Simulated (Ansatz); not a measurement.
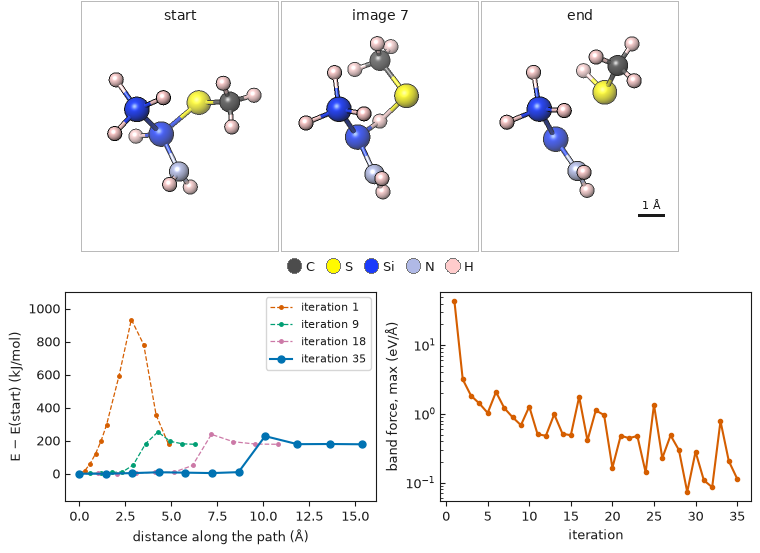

A search for the minimum-energy path of CH₉NSSi₂ by the nudged elastic band. Images are numbered from 0 (start) to 10 (end). The plot follows the band through its iterations. A ball-and-stick model, seen at a tilt.

The calculation used RKS PBE0/def2-SVP (Ansatz 0.2.0). Settings: 9 movable images; climbing image; force threshold 0.05 eV/Å; iteration limit 35; starting path through a guess of the saddle point.

> How did the profile develop, and is the result final?

The result isn't final. The band hadn't converged when the run stopped after 35 iterations. The largest component of the band force went from 43 to 0.11 eV/Å. The barrier read from it is provisional, though the highest image hardly moved in the last two iterations. The first iteration put the highest image at 933.8 kJ/mol. The energy climbs by 227.4 kJ/mol to image 7 and then falls by 49.3 kJ/mol, so the end point sits at +178.1 kJ/mol.
